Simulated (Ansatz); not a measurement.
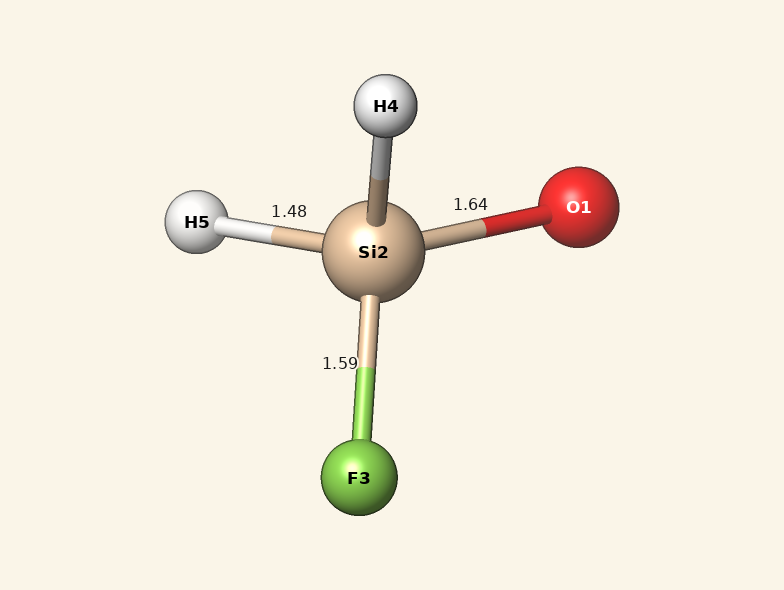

The numbers beside the sticks are distances in Å. Sticks don't show bond order. The species is neutral and a spin doublet. Computed geometry: PBE0-D4/def2-TZVP optimisation. No frequency run is at hand to confirm it as a minimum.

Assign a bond order to each marked bond.

Answer. O1–Si2 single; Si2–F3 single; Si2–H5 single. This is one Lewis structure.

Write the SMILES.

Answer. [O][SiH2]F
